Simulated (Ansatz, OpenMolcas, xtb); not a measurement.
**Computed against measured: dipole moment**

10 molecules holding an element from Na to Cl; the dipole moment in D, computed less measured. Shapes, held fixed at every level: PBE0-D4/def2-TZVP. No vibrational averaging. Dipoles are compared by magnitude; molecules under 1 D, whose direction can flip, are left out. Programs: Ansatz 0.2.0, OpenMolcas 26.06, xtb 6.7.1. Measured values: NIST CCCBDB.

Levels: A = GFN2-xTB; B = PBE-D4/def2-TZVPP; C = r2SCAN-D4/def2-TZVPP; D = B3LYP/6-31G* (spherical functions); E = wB97M-V/def2-TZVPP.

```tsv
molecule	measured	A	B	C	D	E
HCl (hydrogen chloride)	1.08	-0.03	+0.09	+0.14	+0.38	+0.11
PF3 (phosphorus trifluoride)	1.03	+0.16	-0.19	-0.18	-0.06	+0.04
CH2Cl2 (dichloromethane)	1.60	+0.18	-0.04	+0.06	+0.21	+0.03
SiH2Cl2 (dichlorosilane (DCS))	1.13	+0.54	-0.09	-0.02	+0.43	0.00
C2H3Cl (SMILES C=CCl)	1.45	+0.05	-0.19	-0.09	+0.06	-0.07
C2H3ClO (acetyl chloride)	2.72	+0.12	-0.05	+0.08	+0.05	+0.06
C2H4Cl2 (1,1-dichloroethane)	2.06	+0.12	-0.10	+0.03	+0.11	-0.04
C2H5Cl (chloroethane)	2.05	+0.20	-0.07	+0.05	+0.11	-0.01
C2H6S (dimethyl sulfide)	1.50	+0.93	+0.01	+0.10	+0.20	+0.01
C3H5Cl (SMILES C/C=C/Cl)	1.97	+0.22	-0.16	-0.04	0.00	-0.09
```

**Question.** Which level does best on this set, which worst, and which err to one side?

**Answer.** 
```csv
level,kind,mean error,mean absolute error,worst case
GFN2-xTB,semi-empirical,+0.249,0.255,C2H6S
PBE-D4/def2-TZVPP,GGA,-0.079,0.099,PF3
r2SCAN-D4/def2-TZVPP,meta-GGA,+0.013,0.079,PF3
B3LYP/6-31G* (spherical functions),global hybrid,+0.149,0.161,SiH2Cl2
wB97M-V/def2-TZVPP,range-separated hybrid,+0.004,0.046,HCl
```

On this set wB97M-V/def2-TZVPP has the smallest mean absolute error and GFN2-xTB the largest. GFN2-xTB is too high in 9 of 10; PBE-D4/def2-TZVPP is too low in 8 of 10; B3LYP/6-31G* (spherical functions) is too high in 8 of 10. The levels differ in basis as well as in method. The tabulated value of HCl is in doubt (older tables, estimates, or at odds with other calculations) and kept here. Over the 9 molecules whose values aren't doubted the mean absolute errors are A 0.280; B 0.100; C 0.072; D 0.137; E 0.039. The smallest two are near a tie. The set is small.

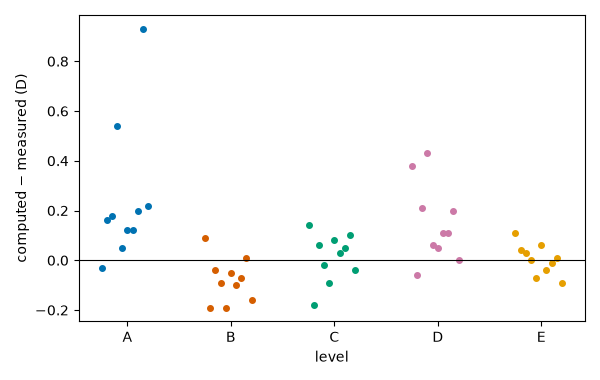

Errors of each level, one point a molecule.
